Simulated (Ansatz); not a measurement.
## Hypothetical rock salt PdGe under a change: Ge → Sn

Consider PdGe in the rock salt structure (space group Fm-3m, No. 225; a = 5.166 Å; a hypothetical phase, not in the database extracts checked).

One thing is altered: full substitution Ge → Sn, then cell and atoms are relaxed.

Computed with r2SCAN (Ansatz, a quantum-chemistry and plane-wave program; PAW; 500 eV plane waves; no spin-orbit coupling). k-mesh 15×15×15 (Γ-centred); smearing 0.05 eV (Fermi–Dirac), for the changed cell.

Volume per atom: 20.70 Å³ (base 17.23 Å³)
Density: 9.03 g/cm³ (base 8.63 g/cm³)
Lattice parameter a: 5.491 Å (base 5.166 Å)
Space group: Fm-3m (No. 225) (base Fm-3m (No. 225))
Shortest interatomic distance: 2.746 Å (base 2.583 Å)
Band gap: zero (base zero)

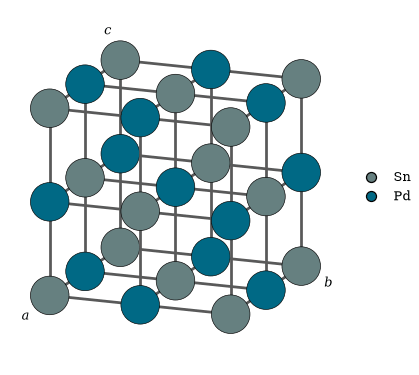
Figure: The relaxed conventional cell after the change

Whether these cells are dynamically stable was not tested. As relaxed here, SnPd is a hypothetical phase, not in the database extracts checked. The final runs are not spin-polarised.
